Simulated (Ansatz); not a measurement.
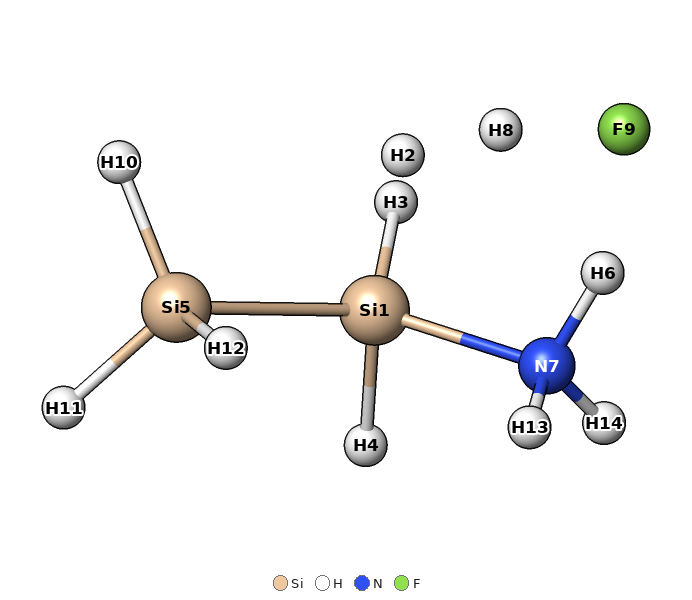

Sticks follow a distance rule. Harmonic vibrations computed with RKS PBE0-D4/def2-TZVP (Ansatz 0.2.0) at a stationary point of the same level.

Question: How many imaginary frequencies does it have?

Answer: A first-order saddle point: one imaginary frequency, 760i cm⁻¹.

Question: How many vibrational modes are there, and where do they lie?

Answer: 36 modes: 760i, 42, 112, 156, 184, 265, 339, 418, 450, 504, 571, 646, 672, 751, 820, 862, 892, 923, 939, 946, 1023, 1049, 1211, 1361, 1521, 1643, 1679, 1829, 2044, 2202, 2208, 2242, 2250, 2542, 3510, 3585 cm⁻¹.
